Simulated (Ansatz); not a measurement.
# The cluster B2H3: structure and electronic state

Aim: characterise the cluster B2H3 as a doublet: its structure, frontier levels and distribution of charge and spin.

Computed with Ansatz 0.2.0, Gaussian basis. Level: UKS PBE0-D4/def2-TZVP.

Levels to be run: relaxation at B3LYP-D4/def2-TZVP; a single point at PBE0-D4/def2-TZVP.

### Step 1. The starting structure

5 atoms, charge 0, spin multiplicity 2.

Atoms are counted from 1 here; the program's logs count them from 0.

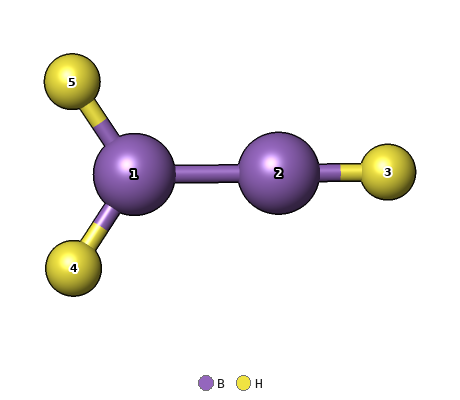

Start geometry, drawn with boron purple, hydrogen yellow; atoms are numbered from 1 in the order of the file.

The start is a GFN2-xTB geometry.

### Step 2. Optimising with B3LYP-D4/def2-TZVP

Contents of in.yaml:

```yaml
crystal:
  periodic: [false, false, false]
  atoms:
    - {symbol: B, position_ang: [0.448240, -0.281740, -0.241840]}
    - {symbol: B, position_ang: [-0.729580, 0.458290, 0.392080]}
    - {symbol: H, position_ang: [-1.619060, 1.018380, 0.875450]}
    - {symbol: H, position_ang: [1.090020, 0.153440, -1.130620]}
    - {symbol: H, position_ang: [0.810390, -1.348370, 0.104930]}
basis:
  gaussian: {orbitals: def2-TZVP}
magnetization: {spin_polarized: true, initial_magnetization: 1}
hamiltonian: {xc: {name: B3LYP}, dispersion: d4}
scf: {omitted_lower_state_checks: [starts]}
output: {orbitals: {seedname: orbitals}}
relax: {f_tol: 0.02, max_steps: 100}
```

Command:

```sh
$ ansatz run in.yaml --threads 4 --pin off --events-out ev --progress --plain --max-ram 3916MiB
```

After this run come: Single point, PBE0-D4/def2-TZVP.

Q: Predict the results of all the runs planned. Wanted: point group; commonest bond, hydrogen aside; HOMO, LUMO at PBE0-D4/def2-TZVP; ⟨S²⟩; dipole at B3LYP-D4/def2-TZVP.

The runs gave:

| quantity | value |
| --- | --- |
| point group | C2v |
| commonest bond, hydrogen aside | B–B, 1 of mean length 1.561 Å |
| HOMO, LUMO at PBE0-D4/def2-TZVP (over both spins) | -6.55, -2.89 eV |
| ⟨S²⟩ | 0.754 |
| dipole at B3LYP-D4/def2-TZVP | 1.39 D |

What this shows: The molecule keeps its bonding pattern by the stored test; the atoms moved 0.03 Å (rms). No usable vibrations, so a minimum isn't proven. Whether this spin is the lowest isn't tested here.
